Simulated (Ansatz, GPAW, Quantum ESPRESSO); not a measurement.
# The valence band of PH12C6N3 as photoemission sees it, part 2 of 8

Aim: the valence spectrum of PH12C6N3 from He I to hard X-rays, and which orbitals make each feature.

Ansatz 0.2.0, Quantum ESPRESSO 7.5 and GPAW 26.7.0; DFT, LDA, plane-wave PAW, default files, scalar-relativistic (the session's first sound run).

So far: The starting structure; Self-consistent run, DOS and bands.

## Step 2: Self-consistent run, DOS and bands (continued)

Window up to 13.8 eV. Shell moments, by row:

| element | shell | occupied states an atom | centre of occupied part (eV) | rms width of occupied part (eV) | centre up to the window's top (eV) | rms width up to the window's top (eV) |
| --- | --- | --- | --- | --- | --- | --- |
| C | 2s | 1.013 | -13.43 | 3.908 | -4.526 | 11.39 |
| C | 2p | 3.258 | -6.898 | 3.765 | -0.7805 | 8.372 |
| H | 1s | 0.8027 | -7.44 | 4.13 | 0.9498 | 8.609 |
| N | 2s | 1.251 | -14.58 | 6.052 | -7.019 | 12 |
| N | 2p | 3.954 | -5.746 | 4.685 | -1.298 | 8.199 |
| P | 3s | 1.407 | -8.553 | 4.634 | -4.108 | 8.438 |
| P | 3p | 3.116 | -3.712 | 4.032 | 0.9817 | 6.199 |

Shapes are the site's partial DOS without matrix elements, which overweights lines from ligand s bands. Emission peaks, by row, the first 40 of 92 rows:

| line | energy (eV) | height (%) |
| --- | --- | --- |
| P K-beta | -14.38 | 5.031 |
| P K-beta | -12.83 | 7.743 |
| P K-beta | -11.13 | 18.14 |
| P K-beta | -6.326 | 35.25 |
| P K-beta | -3.776 | 77.26 |
| P K-beta | -0.5257 | 100 |
| P K-beta, E along x | -17.73 | 5.185 |
| P K-beta, E along x | -12.83 | 11.25 |
| P K-beta, E along x | -11.13 | 26.92 |
| P K-beta, E along x | -6.326 | 51.68 |
| P K-beta, E along x | -3.826 | 75.29 |
| P K-beta, E along x | -0.3257 | 50.86 |
| P K-beta, E along y | -17.73 | 5.185 |
| P K-beta, E along y | -12.83 | 11.25 |
| P K-beta, E along y | -11.13 | 26.92 |
| P K-beta, E along y | -6.326 | 51.68 |
| P K-beta, E along y | -3.826 | 75.29 |
| P K-beta, E along y | -0.3257 | 50.86 |
| P K-beta, E along z | -14.38 | 13.67 |
| P K-beta, E along z | -3.626 | 92.71 |
| P K-beta, E along z | -0.6257 | 225.4 |
| P L2,3 | -14.38 | 72.68 |
| P L2,3 | -10.33 | 100 |
| P L2,3 | -9.026 | 11.27 |
| P L2,3 | -7.326 | 10.6 |
| P L2,3 | -4.776 | 5.172 |
| P L2,3 | -3.576 | 36.47 |
| P L2,3 | -0.7257 | 13.1 |
| N K | -12.83 | 58.51 |
| N K | -11.13 | 39.95 |
| N K | -7.526 | 68.69 |
| N K | -6.326 | 44.82 |
| N K | -4.626 | 35.36 |
| N K | -4.276 | 37.82 |
| N K | -3.776 | 48.63 |
| N K | -0.4257 | 100 |
| N K, E along x | -12.83 | 58.24 |
| N K, E along x | -11.13 | 40.79 |
| N K, E along x | -9.026 | 16.36 |
| N K, E along x | -7.526 | 74 |

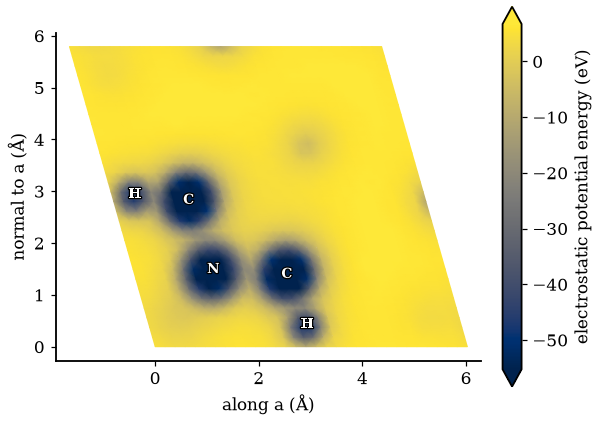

Electrostatic potential energy in the ac plane at fractional y = 0.488, with atoms of N and C and H within 0.2 Å of it. With pseudopotentials it is smooth inside the atoms' cores, unlike the true potential.

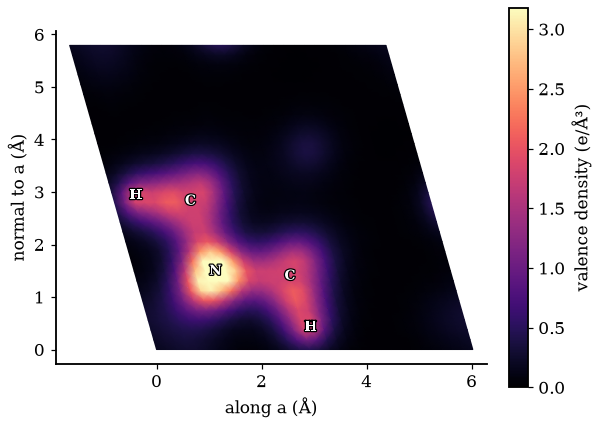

Valence density in the ac plane at fractional y = 0.488, with atoms of N and C and H within 0.2 Å of it. It is the smooth field of the valence electrons, not physical close to the nuclei.

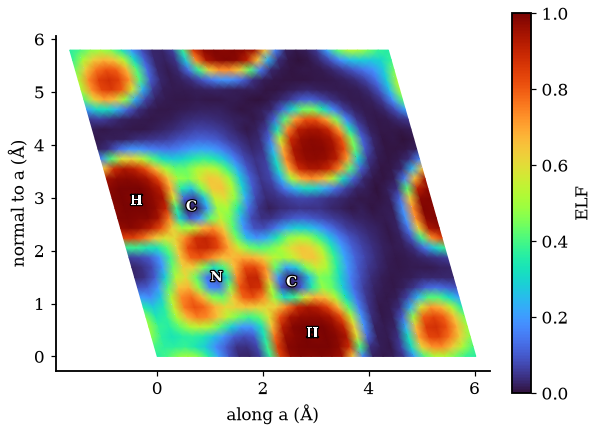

ELF in the ac plane at fractional y = 0.488, with atoms of N and C and H within 0.2 Å of it. It is the smooth field of the valence electrons, not physical close to the nuclei.

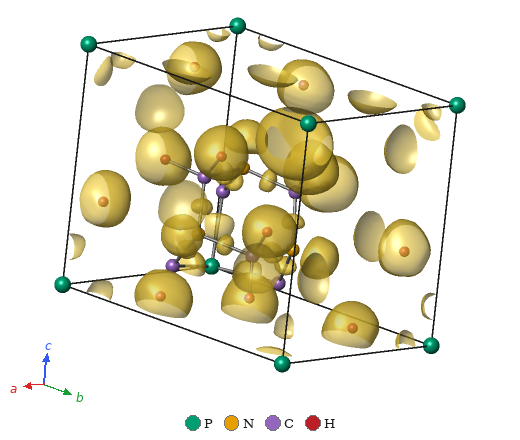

Surface of ELF = 0.85. Bonds to atoms that aren't drawn are left out.

Recipe: projected DOS times atomic cross section and asymmetry factor (unpolarised light, 54.7° from the beam), occupied states only, Fermi edge at 20 K, a Lorentzian width of 0.2 eV growing by 0 eV per eV of binding energy, and a resolution of 0.6 eV. Curves are cut 10 eV under the photon energy, above any shell that the free atom's threshold puts out of reach, or at the lower edge of the window: 10.2 eV at 21.2 eV, 21.7 eV at 40.8 eV, 21.7 eV at 1486.7 eV, 21.7 eV at 2150 eV and 21.7 eV at 5950 eV. Matrix elements of the solid and inelastic losses aren't modelled, nor non-dipole terms, which matter above 3 keV.

How the area divides among the shells (%):

| shell | 21.2 eV | 40.8 eV | 1486.7 eV | 2150 eV | 5950 eV |
| --- | --- | --- | --- | --- | --- |
| C 2s | 0.5 | 8.3 | 31.0 | 30.5 | 27.9 |
| C 2p | 50.5 | 40.0 | 3.1 | 2.1 | 0.7 |
| H 1s | 15.2 | 6.8 | 0.5 | 0.4 | 0.2 |
| N 2s | 0.0 | 4.8 | 35.1 | 35.7 | 34.9 |
| N 2p | 32.4 | 38.3 | 5.3 | 3.7 | 1.3 |
| P 3s | 0.1 | 0.7 | 17.0 | 20.6 | 30.9 |
| P 3p | 1.2 | 1.1 | 8.0 | 7.0 | 4.1 |

At this level the gap is 3.61 eV on the path.

(Continued in part 3 of 8.)

[Hosts, paths, dates, database ids (printed as entryN), source tags and the programs' standing remarks are cut or masked in the printed files.]

[Maps of the electrostatic potential energy from Ansatz leave out the sawtooth potential of an applied field or a dipole correction, so their vacuum need not be flat; work functions include it.]

[Peak lists hold at most the 14 tallest peaks of each spectrum; further lines can be left out.]
